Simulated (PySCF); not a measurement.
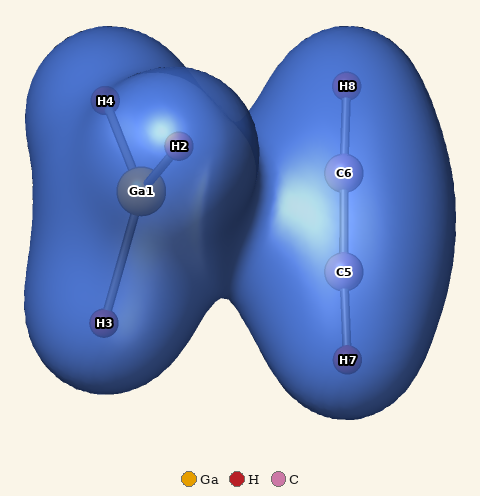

GaH$_{3}$···C$_{2}$H$_{2}$ (SMILES [GaH3].C#C). Isosurface of the electron density at 0.1 e/Å³ (blue), seen at a tilt.

Geometry: PBE0-D3(BJ)/def2-TZVPD.

These are results of wB97M-D3(BJ)/def2-TZVPD, SCF density, gas phase in PySCF, not measurements.

Input

```
{"job": {"kind": "inter", "xc": "wB97M-D3(BJ)", "basis": "def2-TZVPD", "pairs": false}, "charge": 0, "multiplicity": 1, "parts": [{"atoms": "0-3", "charge": 0, "multiplicity": 1}, {"atoms": "4-7", "charge": 0, "multiplicity": 1}]}
Ga     0.184955    -0.097630    -0.003569
H     -0.140794    -0.753323     1.385737
H     -0.266875    -0.813819    -1.329932
H      0.562586     1.428885    -0.073998
C      2.391490    -1.374478    -0.467878
C      2.763793    -0.367053     0.074405
H      2.106643    -2.278769    -0.955768
H      3.125438     0.513395     0.554804
```

Command:

```sh
OMP_NUM_THREADS=1 python cluster_run.py task.json out
```

**How is the density connected at this value?**

At this value the surface is in one piece. It bridges the sampled C···Ga (2.59 Å), C–C (1.20 Å), C–H (1.07 Å) and Ga–H (1.57 Å) contacts, where the density stays above the isovalue. On the grid the lowest density along these lines, outside the cores, is 0.19 e/Å³ (C···Ga, 2.59 Å), 2.9 e/Å³ (C–C, 1.20 Å), 2 e/Å³ (C–H, 1.07 Å) and 0.77 e/Å³ (Ga–H, 1.57 Å).
